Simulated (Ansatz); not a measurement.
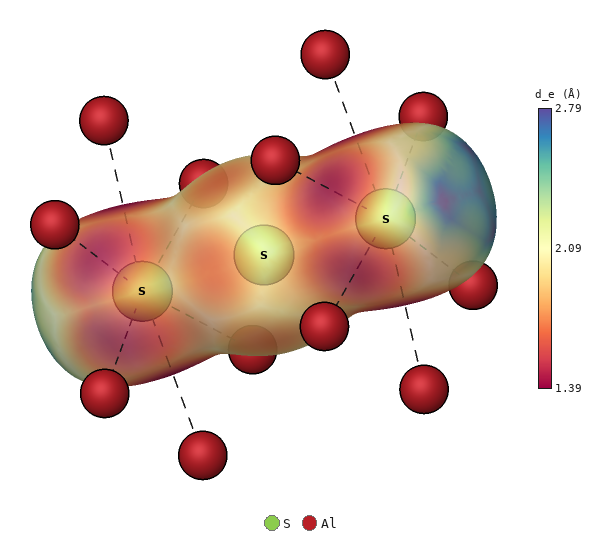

Hirshfeld surface computed for one S₃ unit (covalently bonded non-metal atoms) in Al$_{7}$Au$_{2}$S$_{3}$ (R-3m, No. 166), coloured by d_e. Dashed lines lead to the closest neighbours outside.

The surface is where the fragment's share of the procrystal density (the sum of the densities of spherically averaged neutral Hartree-Fock atoms) equals one half. d_i and d_e are the distances from the surface to the nearest nucleus inside and outside. From Rb on the atoms have core potentials, so only their outer electrons count.

Source of the atomic positions: the end point of a relaxation with DFT, PAW plane waves, pbe (Ansatz); the starting structure was generated, so it need not be a known form of this composition.

```cif
data_structure
_symmetry_space_group_name_H-M 'R-3m:H'
_symmetry_Int_Tables_number 166
_cell_length_a 5.6270
_cell_length_b 5.6270
_cell_length_c 25.7792
_cell_angle_alpha 90.000
_cell_angle_beta 90.000
_cell_angle_gamma 120.000
_cell_volume 706.88
loop_
_atom_site_label
_atom_site_type_symbol
_atom_site_symmetry_multiplicity
_atom_site_Wyckoff_symbol
_atom_site_fract_x
_atom_site_fract_y
_atom_site_fract_z
_atom_site_occupancy
S1 S 3 a 0.00000 0.00000 0.00000 1
S2 S 6 c 0.00000 0.00000 0.09225 1
Al1 Al 18 h 0.50131 0.49869 0.08365 1
Al2 Al 3 b 0.33333 0.66667 0.16667 1
Au1 Au 6 c 0.33333 0.66667 0.00285 1
```

What is the shortest distance from the fragment to an atom outside it?

S–Al, 2.82 Å.

How is the surface shared among contacts (nearest atom inside ··· nearest atom outside)?

S···Al 81 %, S···Au 19 %. The surface faces 18 neighbours with more than 2 % of its area each: 12 Al + 6 Au.

Give the size and shape of the surface.

It encloses about 49.6 Å³, has an area of about 78 Å² and a globularity of 0.84 (1 for a sphere).
